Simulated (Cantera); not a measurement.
A closed system holds: 1 mol toluene, 30 mol H2, 1.1 mol N2, held at 0.0133 bar.

Equilibrium computed with Cantera from the NASA thermochemical tables; the gas is ideal and each condensed phase is pure. Candidate condensed phases: C, C6H6, C7H8, C8H18; 110 gas species. Ions and electrons are included (thermal ionisation). Rates play no part.

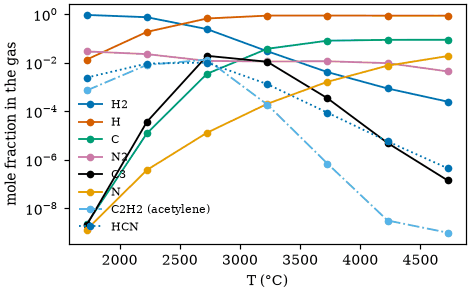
Equilibrium gas composition (values under 1e-9 drawn at 1e-9)

From 1727 °C to 2227 °C the condensed part is C(graphite). From 2727 °C to 4727 °C nothing is condensed. The main C-bearing gas is HCN at 1727 °C and C at 4727 °C.
